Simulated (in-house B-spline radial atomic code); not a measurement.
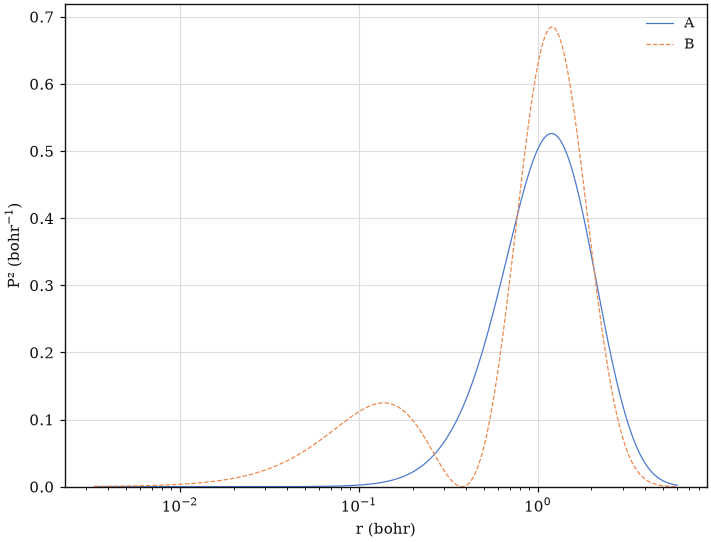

System: a free C atom, configuration [He] 2s2 2p2 (high spin). All numbers are computed, not measured: non-relativistic SCAN, spin-polarised, spherical fractional occupations, point nucleus, basis-set limit (an in-house B-spline radial code).

```
Z = 6
electrons = 6.0
configuration = [He] 2s2 2p2
hamiltonian = nr
method = scan,scan
spin_polarised = True
```

The plot shows the radial probability densities P² of 2p up and 2s up.

Which curve belongs to which orbital?

A is 2p up; B is 2s up. 2s up: outer maximum at 1.20 bohr, ⟨r⟩ = 1.55 bohr, 1 node, eigenvalue −15.8 eV; 2p up: outer maximum at 1.20 bohr, ⟨r⟩ = 1.73 bohr, 0 nodes, eigenvalue −6.39 eV.
